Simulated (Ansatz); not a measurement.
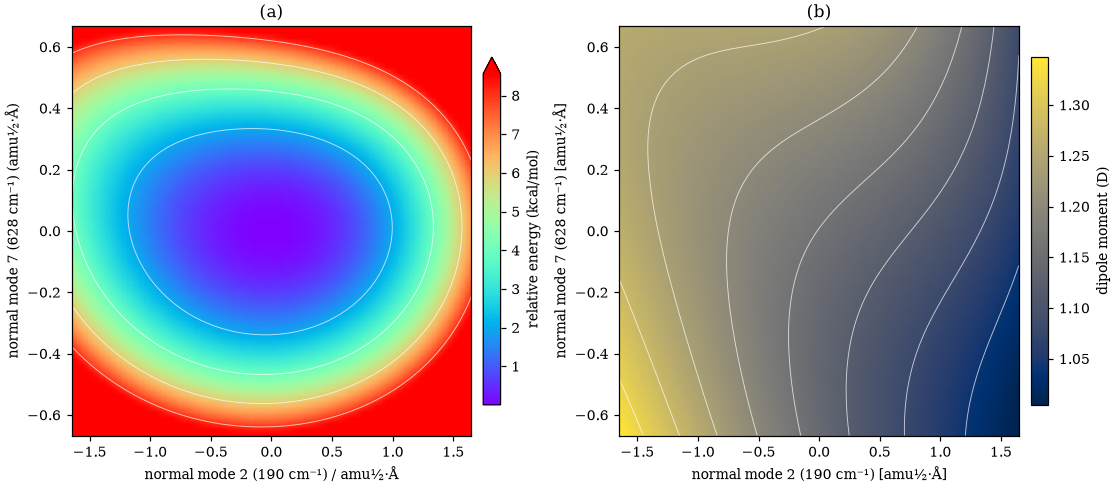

BFH3ISi, SMILES B[SiH](F)I. 
- First axis: normal mode 2 (190 cm⁻¹). Second axis: normal mode 7 (628 cm⁻¹).
- Nothing is relaxed (straight displacements along the two mass-weighted modes).
- The grid has 9 × 9 points.
- Energies are in kcal/mol, from the lowest grid point.
- These are results of RKS PBE-D4/def2-SVP in Ansatz 0.2.0, not measurements.

Panel (a) is the energy and panel (b) the computed dipole moment on the same grid.

In the figure: a smooth colour map with a few white contour lines, one colour for all values above the top of the scale. Between grid points the surface is interpolated.

> How does the dipole moment vary over the map, and what is it at the lowest grid point?

Leaving out the highest fifth of the energies, it runs from 1.04 D at normal mode 2 (190 cm⁻¹) = 1.65 amu½·Å, normal mode 7 (628 cm⁻¹) = −0.167 amu½·Å to 1.30 D at normal mode 2 (190 cm⁻¹) = −1.65 amu½·Å, normal mode 7 (628 cm⁻¹) = −0.334 amu½·Å. At the lowest grid point, normal mode 2 (190 cm⁻¹) = 0.00 amu½·Å, normal mode 7 (628 cm⁻¹) = 0.000 amu½·Å, it is 1.16 D.

```
normal mode 7 (628 cm⁻¹) ↓, normal mode 2 (190 cm⁻¹) →  −1.65  −1.24  −0.82  −0.41  0.00  0.41  0.82  1.24  1.65
                                                 0.667   1.26   1.25   1.25   1.25  1.24  1.23  1.20  1.15  1.08
                                                 0.500   1.25   1.24   1.23   1.23  1.22  1.20  1.18  1.14  1.08
                                                 0.334   1.25   1.23   1.22   1.21  1.20  1.18  1.16  1.12  1.07
                                                 0.167   1.26   1.23   1.21   1.19  1.18  1.16  1.14  1.11  1.06
                                                 0.000   1.27   1.23   1.20   1.18  1.16  1.14  1.12  1.09  1.05
                                                −0.167   1.28   1.24   1.21   1.17  1.15  1.12  1.10  1.07  1.04
                                                −0.334   1.30   1.25   1.21   1.17  1.14  1.11  1.08  1.05  1.02
                                                −0.500   1.32   1.27   1.22   1.18  1.14  1.10  1.07  1.04  1.01
                                                −0.667   1.35   1.29   1.24   1.19  1.14  1.10  1.07  1.04  1.00
```
